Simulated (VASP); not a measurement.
```
CELL_PARAMETERS angstrom
      1.44538    -2.50347     0.00000
      1.44538     2.50347     0.00000
      0.00000     0.00000     4.58397
ATOMIC_POSITIONS crystal
  Ti 0.33333 0.66667 0.25000
  Ti 0.66667 0.33333 0.75000
```

Calculation: PBE GGA with D3 dispersion (zero damping), VASP's PBE PAW potentials (set 64) (plane waves; VASP). Settings: 520 eV cut-off, 16×16×9 Γ-centred mesh, tetrahedra with Blöchl corrections, potentials Ti_sv.

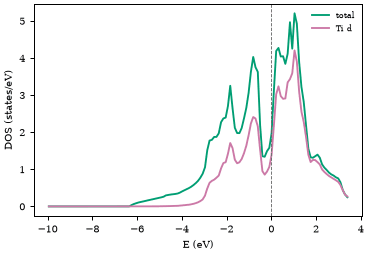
*Total and projected density of states, zero at the Fermi level*

Within 2 eV below the Fermi level the largest weight inside VASP's projection spheres is Ti d.

It has no gap at this level: it comes out as a metal or semimetal.

The compound is Ti in the hcp structure. It was relaxed first, which changed the volume by -6 %.
